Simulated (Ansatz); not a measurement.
# AlF2 (doublet): correlated methods under varied settings at angle F2–Al1–F3 = 138.4°

Aim: run AlF2 (doublet) at one geometry under a spread of methods and options, and see what each costs and gives.

The runs use Ansatz 0.2.0, Gaussian basis; the settings change from run to run.

32 further runs of the same task are left out: 16 for a known fault of the program, 2 for a mislabelled method, 13 that didn't finish, 1 set aside as unsound or not needed.

### 1 The system

The geometry derives from a PBE0/def2-TZVP stationary point (not a proven minimum). One angle is set to the value named; bond lengths are kept.

3 atoms, charge 0, spin multiplicity 2.

Atoms are counted from 1 here; the program's logs count them from 0.

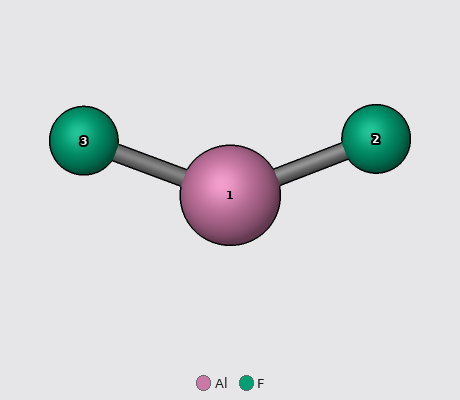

The geometry (aluminium pink, fluorine teal); atoms are numbered from 1 in the order of the file.

### 2 MRCISD+Q(3,2)/STO-3G

Contents of in.yaml:

```yaml
crystal:
  periodic: [false, false, false]
  atoms:
    - {symbol: Al, position_ang: [0.000000, -0.341905, 0.000000]}
    - {symbol: F, position_ang: [0.000000, 0.242786, -1.539210]}
    - {symbol: F, position_ang: [0.000000, 0.242786, 1.539210]}
basis:
  gaussian: {orbitals: STO-3G}
magnetization: {spin_polarized: false, initial_magnetization: 1}
correlation: {method: fic_mrcisd_q, electrons: outside_noble_gas, active_space: {window: {electrons: 3, orbitals: 2}}}
```

The run is started by

```bash
$ ansatz run in.yaml --threads 1 --pin off --events-out ev --progress --plain --max-ram 2393MiB
```

Log, cut to the lines that bear on the results:

```text
Functional definition: HF
  name "HF"
  cite "Fock, Z. Phys. 61, 126 (1930) doi:10.1007/BF01340294"
  parent pbe
[...]
235 factors; integrals over basis functions are off by at most 2.2e-5 eV
[...]
mean field -11839.15109335 eV, -435.0807778157 hartree, gradient 2.2e-6 eV, S^2 0.750000; 0 other end points of the search recorded, 0 dependent functions left out
reference -11839.15109335 eV, -435.0807778157 hartree; 16, 15 occupied and 3, 4 virtual orbitals, 235 factors
state -11839.15109335 eV, -435.0807778157 hartree
contracted CI cycle   1: correlation 0.00000000 eV, 0.0000000000 hartree, residual 8.78e0 eV
contracted CI cycle   2: correlation -1.49427696 eV, -0.0549136653 hartree, residual 2.59e0 eV
contracted CI cycle   3: correlation -1.73619845 eV, -0.0638041164 hartree, residual 8.50e-1 eV
contracted CI cycle   4: correlation -1.75487345 eV, -0.0644904098 hartree, residual 2.65e-1 eV
contracted CI cycle   5: correlation -1.75748109 eV, -0.0645862388 hartree, residual 1.03e-1 eV
contracted CI cycle   6: correlation -1.75777744 eV, -0.0645971296 hartree, residual 4.33e-2 eV
contracted CI cycle   7: correlation -1.75783725 eV, -0.0645993273 hartree, residual 1.66e-2 eV
contracted CI cycle   8: correlation -1.75784335 eV, -0.0645995514 hartree, residual 5.47e-3 eV
contracted CI cycle   9: correlation -1.75784419 eV, -0.0645995826 hartree, residual 1.96e-3 eV
state -11839.15109335 eV, -435.0807778157 hartree; corrected -11841.01378722 eV, -435.1492305528 hartree
WARN: 1 active orbitals are nearly empty or full. The corrections depend on them more than the energy does, and are more stable in an active space without them
Total energy: -11841.01378722 eV, -435.1492305528 hartree
```

Wall time 0.57 s (1 thread of Arm Neoverse N1, shared host).

From the report: 1 determinant; active occupations 2.00, 1.00. The report marks this result as in doubt.

### 3 CCSDT(Q)/6-31G

Contents of in.yaml:

```yaml
crystal:
  periodic: [false, false, false]
  atoms:
    - {symbol: Al, position_ang: [0.000000, -0.341905, 0.000000]}
    - {symbol: F, position_ang: [0.000000, 0.242786, -1.539210]}
    - {symbol: F, position_ang: [0.000000, 0.242786, 1.539210]}
basis:
  gaussian: {orbitals: 6-31G}
magnetization: {spin_polarized: false, initial_magnetization: 1}
hamiltonian: {xc: {name: PBE}, pseudopotentials: {relativity: scalar}}
correlation: {method: ccsdt_q, electrons: valence}
scf: {lower_state_search: off}
```

Launched as before.

Log, cut to the lines that bear on the results:

```text
Functional definition: PBE
  name "PBE"
  cite "Perdew, Burke & Ernzerhof, Phys. Rev. Lett. 77, 3865 (1996) doi:10.1103/PhysRevLett.77.3865"
  parent pbe
[...]
561 factors; integrals over basis functions are off by at most 8.8e-8 eV
[...]
mean field -12037.00158969 eV, -442.3516494485 hartree, gradient 4.1e-6 eV, S^2 0.750000; 0 other end points of the search recorded, 0 dependent functions left out
7 core orbitals not correlated: weight in the atoms' cores, before any rotation towards them, 1.000 or more for the frozen orbitals, at most 0.000 for the correlated occupied ones
reference -12009.32500389 eV, -441.3345536803 hartree; 9, 8 occupied and 15, 16 virtual orbitals, 561 factors
second order -8.35780847 eV of doubles, -0.81391845 eV of singles
cycle   1  -7.75418171 eV  change     1.4e0 eV  update   1.5e-1
[...]
cycle  14  -8.50759424 eV  change   -1.5e-6 eV  update   1.5e-6
perturbative correction -0.03515851 eV, -0.0012920516 hartree
Total energy: -12017.86775665 eV, -441.6484940535 hartree
Relativity: scalar
Checks for a lower state left out: stability, starts, cluster_reference, orbital_swaps, neighbouring_geometries, increment
```

Run time: 17 s. Hardware: 1 thread of Arm Neoverse N1, shared host; peak memory 0.33 GiB.

From the report: correlation -8.5428 eV; T1 0.027; largest double amplitude 0.03. The orbitals are Kohn-Sham ones, so correlation energy and T1 don't compare with those on Hartree-Fock orbitals.

### 4 CASSCF(3,2)/cc-pVDZ

Contents of in.yaml:

```yaml
crystal:
  periodic: [false, false, false]
  atoms:
    - {symbol: Al, position_ang: [0.000000, -0.341905, 0.000000]}
    - {symbol: F, position_ang: [0.000000, 0.242786, -1.539210]}
    - {symbol: F, position_ang: [0.000000, 0.242786, 1.539210]}
basis:
  gaussian: {orbitals: cc-pVDZ}
magnetization: {spin_polarized: false, initial_magnetization: 1}
correlation: {active_space: {window: {electrons: 3, orbitals: 2}}}
output: {forces: true}
```

The command is unchanged.

Log, cut to the lines that bear on the results:

```text
Functional definition: HF
  name "HF"
  cite "Fock, Z. Phys. 61, 126 (1930) doi:10.1007/BF01340294"
  parent pbe
[...]
438 factors; integrals over basis functions are off by at most 5.3e-4 eV
[...]
mean field -11997.62462216 eV, -440.9045725822 hartree, gradient 8.5e-7 eV, S^2 0.750000; 0 other end points of the search recorded, 0 dependent functions left out
reference -11997.62462216 eV, -440.9045725822 hartree; 16, 15 occupied and 30, 31 virtual orbitals, 438 factors
state -11997.62462216 eV, -440.9045725822 hartree
[...]
Total energy: -11997.62462216 eV, -440.9045725822 hartree
Atom 0 at     0.000000    -0.341905     0.000000 Å, force    -0.000000    -1.926508     0.000000 eV/Å
Atom 1 at     0.000000     0.242786    -1.539210 Å, force     0.000000     0.963254    -0.617852 eV/Å
Atom 2 at     0.000000     0.242786     1.539210 Å, force     0.000000     0.963254     0.617852 eV/Å
Dipole moment:     0.000000    -0.139487    -0.000000 e Å
```

Run time: 3.5 s. Hardware: 1 thread of Arm Neoverse N1, shared host.

From the report: 2 determinants; active occupations 2.00, 1.00. With so small a space the active step adds no correlation: the energy is the mean field's.

### 5 CCSD/cc-pVDZ

Contents of in.yaml:

```yaml
crystal:
  periodic: [false, false, false]
  atoms:
    - {symbol: Al, position_ang: [0.000000, -0.341905, 0.000000]}
    - {symbol: F, position_ang: [0.000000, 0.242786, -1.539210]}
    - {symbol: F, position_ang: [0.000000, 0.242786, 1.539210]}
basis:
  gaussian: {orbitals: cc-pVDZ}
magnetization: {spin_polarized: true, initial_magnetization: 1}
hamiltonian: {xc: {name: B3LYP}}
correlation: {method: ccsd, electrons: valence}
```

Launched as before.

Log, cut to the lines that bear on the results:

```text
Functional definition: B3LYP
  name "B3LYP"
  cite "Stephens, Devlin, Chabalowski & Frisch, J. Phys. Chem. 98, 11623 (1994) doi:10.1021/j100096a001"
  cite "Becke, Phys. Rev. A 38, 3098 (1988) doi:10.1103/PhysRevA.38.3098"
  cite "Lee, Yang & Parr, Phys. Rev. B 37, 785 (1988) doi:10.1103/PhysRevB.37.785"
  cite "Vosko, Wilk & Nusair, Can. J. Phys. 58, 1200 (1980) doi:10.1139/p80-159"
[...]
438 factors; integrals over basis functions are off by at most 5.3e-4 eV
[...]
mean field -12033.61395449 eV, -442.2271561509 hartree, gradient 3.0e-6 eV, S^2 0.751114; 0 other end points of the search recorded, 0 dependent functions left out
7 core orbitals not correlated: weight in the atoms' cores, before any rotation towards them, 1.000 or more for the frozen orbitals, at most 0.000 for the correlated occupied ones
reference -11997.08940450 eV, -440.8849036960 hartree; 9, 8 occupied and 30, 31 virtual orbitals, 438 factors
second order -12.04004811 eV of doubles, -0.37832621 eV of singles
cycle   1  -11.55710831 eV  change    8.5e-1 eV  update   1.1e-1
[...]
cycle  10  -11.97056099 eV  change   -3.3e-7 eV  update   5.7e-6
Total energy: -12009.05996549 eV, -441.3248136985 hartree
```

Wall time 3.2 s (1 thread of Arm Neoverse N1, shared host).

From the report: ⟨S²⟩ of the determinant 0.751 (pure doublet: 0.75); correlation -11.9706 eV; T1 0.015; largest double amplitude 0.02. The orbitals are Kohn-Sham ones, so correlation energy and T1 don't compare with those on Hartree-Fock orbitals.

### 6 CCSDT(Q) on ROHF/STO-3G

Contents of in.yaml:

```yaml
crystal:
  periodic: [false, false, false]
  atoms:
    - {symbol: Al, position_ang: [0.000000, -0.341905, 0.000000]}
    - {symbol: F, position_ang: [0.000000, 0.242786, -1.539210]}
    - {symbol: F, position_ang: [0.000000, 0.242786, 1.539210]}
basis:
  gaussian: {orbitals: STO-3G}
magnetization: {spin_polarized: false, initial_magnetization: 1}
correlation: {method: ccsdt_q, electrons: valence, diis_vectors: 12}
output: {forces: true}
```

Launched as before.

Log, cut to the lines that bear on the results:

```text
Functional definition: HF
  name "HF"
  cite "Fock, Z. Phys. 61, 126 (1930) doi:10.1007/BF01340294"
  parent pbe
[...]
319 factors; integrals over basis functions are off by at most 3.9e-8 eV
[...]
mean field -11839.15123025 eV, -435.0807828469 hartree, gradient 2.1e-6 eV, S^2 0.750000; 0 other end points of the search recorded, 0 dependent functions left out
7 core orbitals not correlated: weight in the atoms' cores, before any rotation towards them, 1.000 or more for the frozen orbitals, at most 0.000 for the correlated occupied ones
reference -11839.15123025 eV, -435.0807828469 hartree; 9, 8 occupied and 3, 4 virtual orbitals, 319 factors
second order -1.43270030 eV of doubles, -0.03121855 eV of singles
cycle   1  -1.50695659 eV  change   -4.2e-2 eV  update   1.1e-1
[...]
cycle  17  -1.98415296 eV  change    2.4e-7 eV  update   4.8e-7
perturbative correction -0.00992720 eV, -0.0003648180 hartree
[...]
Total energy: -11841.14531042 eV, -435.1540639412 hartree
Atom 0 at     0.000000    -0.341905     0.000000 Å, force    -0.000000    -2.387987    -0.000000 eV/Å
Atom 1 at     0.000000     0.242786    -1.539210 Å, force     0.000000     1.193994     0.104854 eV/Å
Atom 2 at     0.000000     0.242786     1.539210 Å, force    -0.000000     1.193994    -0.104854 eV/Å
Dipole moment:    -0.000000    -0.099539    -0.000000 e Å
```

Wall time 24 s (1 thread of Arm Neoverse N1, shared host); peak memory 0.42 GiB.

From the report: correlation -1.9941 eV; T1 0.024; largest double amplitude 0.05.

### 7 The runs in one table

Where basis and cores are those of an earlier UCCSDT(Q)/cc-pVDZ run (-12009.4038 eV), and the state is the same kind, the miss against it is given. † marks a result that the program doubts.

```
                                           level         correlated  functions  energy (eV)  from UCCSDT(Q) (meV)    time
                          MRCISD+Q(3,2)/STO-3G †  outside noble gas         19  -11841.0138                        0.57 s
CCSDT(Q)/6-31G (on PBE orbitals, relativity set)            valence         31  -12017.8678                          17 s
                             CASSCF(3,2)/cc-pVDZ                            46  -11997.6246               11779.2   3.5 s
                CCSD/cc-pVDZ (on B3LYP orbitals)            valence         46  -12009.0600                 343.8   3.2 s
                         CCSDT(Q) on ROHF/STO-3G            valence         19  -11841.1453                          24 s
```

### 8 What came out

```
quantity                           value
    runs                               5
quickest  MRCISD+Q(3,2)/STO-3G †, 0.57 s
 slowest   CCSDT(Q) on ROHF/STO-3G, 24 s
```

Total energies in different bases, with other cores or another treatment of relativity can't be set against each other. CCSDT(Q) on ROHF/STO-3G took 41 times as long as MRCISD+Q(3,2)/STO-3G †; the jobs differ in more than the method. Hartree-Fock, CASSCF and CASCI lack dynamic correlation by design. Cores frozen from Kohn-Sham orbitals shift the total energy.
